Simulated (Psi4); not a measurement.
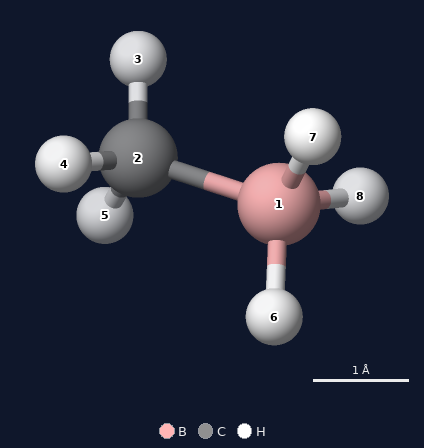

The structure as given in the input (ball-and-stick view, seen at a tilt; atoms are numbered from 1 in the order of the input). Bond lengths as drawn: B–C 1.66 Å, B–H 1.25 Å and C–H 1.10 Å.

**Frequency calculation, with input and output: CH6B (charge −1) (part 1 of 3)**

CH6B, charge −1, SMILES [H][B-]([H])([H])C, computed with HF/6-31G**, RHF (Psi4 1.11).

The geometry was optimised with hf/6-31G**.

The input (job.inp)
```
memory 1.6 GB

molecule m {
  -1 1
  B     -0.002094     0.003107    -0.826012
  C      0.002138    -0.002979     0.834122
  H     -1.007250     0.035164     1.259502
  H      0.542783     0.850708     1.258620
  H      0.474036    -0.899418     1.252426
  H      1.163257    -0.041253    -1.262909
  H     -0.546667     1.037851    -1.254501
  H     -0.626233    -0.982542    -1.261764
}

set reference rhf
set t 600.0
set rotational_symmetry_number 3

energy_value, wavefunction = freq("scf/6-31G**", return_wfn=True)
print_variables()
```

Machine: 1 thread of Intel Xeon @ 2.50GHz (Skylake/Cascade Lake), 128 GiB of memory available, shared host.

Run as:
```bash
psi4 job.inp job.out -n 1
```

The program's output
```
Psi4 1.11 release

gradient() will perform analytic gradient computation.

   => Loading Basis Set <=

    Name: 6-31G**
    Role: ORBITAL
    Keyword: BASIS

         ---------------------------------------------------------
                                   SCF
                              RHF Reference
                        1 Threads,   1525 MiB Core
         ---------------------------------------------------------

  ==> Geometry <==

    Molecular point group: c1
    Full point group: C1

    Geometry (in Angstrom), charge = -1, multiplicity = 1:

       Center              X                  Y                   Z               Mass
    ------------   -----------------  -----------------  -----------------  -----------------
         B           -0.002181001421     0.003142383000    -0.857225662772    11.009305360000
         C            0.002050998579    -0.002943617000     0.802908337228    12.000000000000
         H           -1.007337001421     0.035199383000     1.228288337228     1.007825032230
         H            0.542695998579     0.850743383000     1.227406337228     1.007825032230
         H            0.473948998579    -0.899382617000     1.221212337228     1.007825032230
         H            1.163169998579    -0.041217617000    -1.294122662772     1.007825032230
         H           -0.546754001421     1.037886383000    -1.285714662772     1.007825032230
         H           -0.626320001421    -0.982506617000    -1.292977662772     1.007825032230

  Running in c1 symmetry.

  Rotational constants: A =      2.33742  B =      0.58104  C =      0.58104 [cm^-1]
  Rotational constants: A =  70074.21999  B =  17419.06305  C =  17419.03819 [MHz]
  Nuclear repulsion =   35.353519502776528

  Charge       = -1
  Multiplicity = 1
  Electrons    = 18
  Nalpha       = 9
  Nbeta        = 9

  ==> Algorithm <==

  SCF Algorithm Type is DF.
  DIIS enabled.
  MOM disabled.
  Fractional occupation disabled.
  Guess Type is SAD.
  Energy threshold   = 1.00e-08
  Density threshold  = 1.00e-08
  Integral threshold = 1.00e-12

  ==> Primary Basis <==

  Basis Set: 6-31G**
    Blend: 6-31G**
    Number of shells: 30
    Number of basis functions: 60
    Number of Cartesian functions: 60
    Spherical Harmonics?: false
    Max angular momentum: 2

   => Loading Basis Set <=

    Name: (6-31G** AUX)
    Role: JKFIT
    Keyword: DF_BASIS_SCF

  ==> Integral Setup <==

  DFHelper Memory: AOs need 0.010 GiB; user supplied 1.118 GiB.
  SCF_SUBTYPE=INCORE selected. In-core MEM_DF algorithm will be used.
  Using in-core AOs.

  ==> MemDFJK: Density-Fitted J/K Matrices <==

    J tasked:                   Yes
    K tasked:                   Yes
    wK tasked:                   No
    Memory [MiB]:              1144
    Algorithm:                 Core
    Schwarz Cutoff:           1E-12
    Mask sparsity (%):       0.0000
    Fitting Condition:        1E-10

   => Auxiliary Basis Set <=

  Basis Set: (6-31G** AUX)
    Blend: CC-PVDZ-JKFIT
    Number of shells: 102
    Number of basis functions: 312
    Number of Cartesian functions: 312
    Spherical Harmonics?: false
    Max angular momentum: 3

  Minimum eigenvalue in the overlap matrix is 7.8011642753E-03.
  Reciprocal condition number of the overlap matrix is 1.2132717538E-03.
    Using symmetric orthogonalization.

  ==> Pre-Iterations <==

  SCF Guess: Superposition of Atomic Densities via on-the-fly atomic UHF (no occupation information).

   -------------------------
    Irrep   Nso     Nmo
   -------------------------
     A         60      60
   -------------------------
    Total      60      60
   -------------------------

  ==> Iterations <==

                           Total Energy        Delta E     RMS |[F,P]|

   @DF-RHF iter SAD:   -65.11430114594540   -6.51143e+01   0.00000e+00
   @DF-RHF iter   1:   -65.90246714190597   -7.88166e-01   6.62634e-03 ADIIS/DIIS
   @DF-RHF iter   2:   -65.99711349601967   -9.46464e-02   2.91439e-03 ADIIS/DIIS
   @DF-RHF iter   3:   -66.01354972574329   -1.64362e-02   4.38488e-04 ADIIS/DIIS
   @DF-RHF iter   4:   -66.01442914239846   -8.79417e-04   1.25129e-04 ADIIS/DIIS
   @DF-RHF iter   5:   -66.01447831433620   -4.91719e-05   1.90170e-05 DIIS
   @DF-RHF iter   6:   -66.01448027775868   -1.96342e-06   3.20176e-06 DIIS
   @DF-RHF iter   7:   -66.01448033410929   -5.63506e-08   6.29178e-07 DIIS
   @DF-RHF iter   8:   -66.01448033644233   -2.33304e-09   1.23903e-07 DIIS
   @DF-RHF iter   9:   -66.01448033652409   -8.17550e-11   1.16905e-08 DIIS
   @DF-RHF iter  10:   -66.01448033652470   -6.11067e-13   1.64727e-09 DIIS
  Energy and wave function converged.

  ==> Post-Iterations <==

    Orbital Energies [Eh]
    ---------------------

    Doubly Occupied:

       1A    -10.974706     2A     -7.282909     3A     -0.705229
       4A     -0.421101     5A     -0.323405     6A     -0.323404
       7A     -0.184570     8A     -0.168129     9A     -0.168120

    Virtual:

      10A      0.449040    11A      0.520296    12A      0.520297
      13A      0.559448    14A      0.559454    15A      0.575844
      16A      0.605562    17A      0.876622    18A      0.876630
      19A      0.892004    20A      1.024121    21A      1.024127
      22A      1.102918    23A      1.227658    24A      1.346208
      25A      1.346211    26A      1.393096    27A      1.393112
      28A      1.402274    29A      1.463588    30A      1.702535
      31A      1.702549    32A      1.770579    33A      2.071111
      34A      2.071117    35A      2.156895    36A      2.297274
      37A      2.297285    38A      2.579944    39A      2.613339
      40A      2.637457    41A      2.637468    42A      2.763770
      43A      2.773760    44A      2.773770    45A      2.933677
      46A      2.933693    47A      3.055138    48A      3.184238
      49A      3.184252    50A      3.284064    51A      3.388045
      52A      3.388051    53A      3.533289    54A      3.758289
      55A      3.768937    56A      3.768962    57A      4.052585
      58A      4.052592    59A      4.268968    60A      5.126947

    Final Occupation by Irrep:
              A
    DOCC [     9 ]
    NA   [     9 ]
    NB   [     9 ]

  @DF-RHF Final Energy:   -66.01448033652470

   => Energetics <=

    Nuclear Repulsion Energy =             35.3535195027765283
    One-Electron Energy =                -161.6328546794031524
    Two-Electron Energy =                  60.2648548401019326
    Total Energy =                        -66.0144803365246986

Computation Completed

Properties will be evaluated at   0.000000,   0.000000,   0.000000 [a0]

Properties computed using the SCF density matrix

 Multipole Moments:

 ------------------------------------------------------------------------------------
     Multipole            Electronic (a.u.)      Nuclear  (a.u.)        Total (a.u.)
 ------------------------------------------------------------------------------------

 L = 1.  Multiply by 2.5417464519 to convert [e a0] to [Debye]
 Dipole X            :          0.0020189            0.0015212            0.0035401
 Dipole Y            :         -0.0027335           -0.0023196           -0.0050531
 Dipole Z            :          0.7551401            0.6338401            1.3889802
 Magnitude           :                                                    1.3889939

 ------------------------------------------------------------------------------------

	total time  =          1 seconds =       0.02 minutes

         ------------------------------------------------------------
                                   SCF GRAD
         ------------------------------------------------------------

  ==> Geometry <==

    Molecular point group: c1
    Full point group: C1

    Geometry (in Angstrom), charge = -1, multiplicity = 1:

       Center              X                  Y                   Z               Mass
    ------------   -----------------  -----------------  -----------------  -----------------
         B           -0.002181001421     0.003142383000    -0.857225662772    11.009305360000
         C            0.002050998579    -0.002943617000     0.802908337228    12.000000000000
         H           -1.007337001421     0.035199383000     1.228288337228     1.007825032230
         H            0.542695998579     0.850743383000     1.227406337228     1.007825032230
         H            0.473948998579    -0.899382617000     1.221212337228     1.007825032230
         H            1.163169998579    -0.041217617000    -1.294122662772     1.007825032230
         H           -0.546754001421     1.037886383000    -1.285714662772     1.007825032230
         H           -0.626320001421    -0.982506617000    -1.292977662772     1.007825032230

  Nuclear repulsion =   35.353519502776528

  ==> Basis Set <==

  Basis Set: 6-31G**
    Blend: 6-31G**
    Number of shells: 30
    Number of basis functions: 60
    Number of Cartesian functions: 60
    Spherical Harmonics?: false
    Max angular momentum: 2

  ==> DFJKGrad: Density-Fitted SCF Gradients <==

    Gradient:                    1
    J tasked:                  Yes
    K tasked:                  Yes
    wK tasked:                  No
    Integrals threads:           1
    Memory [MiB]:             1144
    Schwarz Cutoff:          1E-12
    Fitting Condition:       1E-10

   => Auxiliary Basis Set <=

  Basis Set: (6-31G** AUX)
    Blend: CC-PVDZ-JKFIT
    Number of shells: 102
    Number of basis functions: 312
    Number of Cartesian functions: 312
    Spherical Harmonics?: false
    Max angular momentum: 3

  -Total Gradient:
     Atom            X                  Y                   Z
    ------   -----------------  -----------------  -----------------
       1       -0.000001338337     0.000010956809    -0.000251006155
       2        0.000002452456    -0.000002892625     0.000249810834
       3        0.000004450244    -0.000000542860    -0.000041299375
       4       -0.000002120285    -0.000002587453    -0.000036636725
       5       -0.000002619558     0.000005800027    -0.000035804172
       6        0.000000310206    -0.000002864879     0.000037258324
       7        0.000000724061    -0.000002457853     0.000042164226
       8       -0.000001858786    -0.000005411166     0.000035513044

	total time  =          0 seconds =       0.00 minutes

  Based on options and gradient (rms=7.48E-05), recommend projecting translations and projecting rotations.
hessian() will perform analytic frequency computation.

   => Loading Basis Set <=

    Name: 6-31G**
    Role: ORBITAL
    Keyword: BASIS

         ---------------------------------------------------------
                                   SCF
                              RHF Reference
                        1 Threads,   1525 MiB Core
         ---------------------------------------------------------

  ==> Geometry <==

    Molecular point group: c1
    Full point group: C1

    Geometry (in Angstrom), charge = -1, multiplicity = 1:

       Center              X                  Y                   Z               Mass
    ------------   -----------------  -----------------  -----------------  -----------------
         B           -0.002181001421     0.003142383000    -0.857225662772    11.009305360000
         C            0.002050998579    -0.002943617000     0.802908337228    12.000000000000
         H           -1.007337001421     0.035199383000     1.228288337228     1.007825032230
         H            0.542695998579     0.850743383000     1.227406337228     1.007825032230
         H            0.473948998579    -0.899382617000     1.221212337228     1.007825032230
         H            1.163169998579    -0.041217617000    -1.294122662772     1.007825032230
         H           -0.546754001421     1.037886383000    -1.285714662772     1.007825032230
         H           -0.626320001421    -0.982506617000    -1.292977662772     1.007825032230

  Running in c1 symmetry.

  Rotational constants: A =      2.33742  B =      0.58104  C =      0.58104 [cm^-1]
  Rotational constants: A =  70074.21999  B =  17419.06305  C =  17419.03819 [MHz]
  Nuclear repulsion =   35.353519502776528

  Charge       = -1
  Multiplicity = 1
  Electrons    = 18
  Nalpha       = 9
  Nbeta        = 9

  ==> Algorithm <==

  SCF Algorithm Type is DF.
  DIIS enabled.
  MOM disabled.
  Fractional occupation disabled.
  Guess Type is SAD.
  Energy threshold   = 1.00e-08
  Density threshold  = 1.00e-08
  Integral threshold = 1.00e-12

  ==> Primary Basis <==

  Basis Set: 6-31G**
    Blend: 6-31G**
    Number of shells: 30
    Number of basis functions: 60
    Number of Cartesian functions: 60
    Spherical Harmonics?: false
    Max angular momentum: 2

   => Loading Basis Set <=

    Name: (6-31G** AUX)
    Role: JKFIT
    Keyword: DF_BASIS_SCF

  ==> Integral Setup <==

  DFHelper Memory: AOs need 0.010 GiB; user supplied 1.118 GiB.
  SCF_SUBTYPE=INCORE selected. In-core MEM_DF algorithm will be used.
  Using in-core AOs.

  ==> MemDFJK: Density-Fitted J/K Matrices <==

    J tasked:                   Yes
    K tasked:                   Yes
    wK tasked:                   No
    Memory [MiB]:              1144
    Algorithm:                 Core
    Schwarz Cutoff:           1E-12
    Mask sparsity (%):       0.0000
    Fitting Condition:        1E-10

   => Auxiliary Basis Set <=

  Basis Set: (6-31G** AUX)
    Blend: CC-PVDZ-JKFIT
    Number of shells: 102
    Number of basis functions: 312
    Number of Cartesian functions: 312
    Spherical Harmonics?: false
    Max angular momentum: 3

  Minimum eigenvalue in the overlap matrix is 7.8011642753E-03.
  Reciprocal condition number of the overlap matrix is 1.2132717538E-03.
    Using symmetric orthogonalization.

  ==> Pre-Iterations <==

  SCF Guess: Superposition of Atomic Densities via on-the-fly atomic UHF (no occupation information).

   -------------------------
    Irrep   Nso     Nmo
   -------------------------
     A         60      60
   -------------------------
    Total      60      60
   -------------------------

  ==> Iterations <==

                           Total Energy        Delta E     RMS |[F,P]|

   @DF-RHF iter SAD:   -65.11430114594542   -6.51143e+01   0.00000e+00
   @DF-RHF iter   1:   -65.90246714190599   -7.88166e-01   6.62634e-03 ADIIS/DIIS
   @DF-RHF iter   2:   -65.99711349601957   -9.46464e-02   2.91439e-03 ADIIS/DIIS
   @DF-RHF iter   3:   -66.01354972574327   -1.64362e-02   4.38488e-04 ADIIS/DIIS
   @DF-RHF iter   4:   -66.01442914239834   -8.79417e-04   1.25129e-04 ADIIS/DIIS
   @DF-RHF iter   5:   -66.01447831433619   -4.91719e-05   1.90170e-05 DIIS
   @DF-RHF iter   6:   -66.01448027775874   -1.96342e-06   3.20176e-06 DIIS
   @DF-RHF iter   7:   -66.01448033410935   -5.63506e-08   6.29178e-07 DIIS
   @DF-RHF iter   8:   -66.01448033644239   -2.33304e-09   1.23903e-07 DIIS
   @DF-RHF iter   9:   -66.01448033652403   -8.16414e-11   1.16905e-08 DIIS
   @DF-RHF iter  10:   -66.01448033652463   -5.96856e-13   1.64727e-09 DIIS
  Energy and wave function converged.

  ==> Post-Iterations <==

    Orbital Energies [Eh]
    ---------------------

    Doubly Occupied:

       1A    -10.974706     2A     -7.282909     3A     -0.705229
       4A     -0.421101     5A     -0.323405     6A     -0.323404
       7A     -0.184570     8A     -0.168129     9A     -0.168120

    Virtual:

      10A      0.449040    11A      0.520296    12A      0.520297
      13A      0.559448    14A      0.559454    15A      0.575844
      16A      0.605562    17A      0.876622    18A      0.876630
      19A      0.892004    20A      1.024121    21A      1.024127
      22A      1.102918    23A      1.227658    24A      1.346208
      25A      1.346211    26A      1.393096    27A      1.393112
      28A      1.402274    29A      1.463588    30A      1.702535
      31A      1.702549    32A      1.770579    33A      2.071111
      34A      2.071117    35A      2.156895    36A      2.297274
      37A      2.297285    38A      2.579944    39A      2.613339
      40A      2.637457    41A      2.637468    42A      2.763770
      43A      2.773760    44A      2.773770    45A      2.933677
      46A      2.933693    47A      3.055138    48A      3.184238
      49A      3.184252    50A      3.284064    51A      3.388045
      52A      3.388051    53A      3.533289    54A      3.758289
      55A      3.768937    56A      3.768962    57A      4.052585
      58A      4.052592    59A      4.268968    60A      5.126947

    Final Occupation by Irrep:
              A
    DOCC [     9 ]
    NA   [     9 ]
    NB   [     9 ]

  @DF-RHF Final Energy:   -66.01448033652463

   => Energetics <=

    Nuclear Repulsion Energy =             35.3535195027765283
    One-Electron Energy =                -161.6328546794028682
    Two-Electron Energy =                  60.2648548401017194
    Total Energy =                        -66.0144803365246275

Computation Completed
```
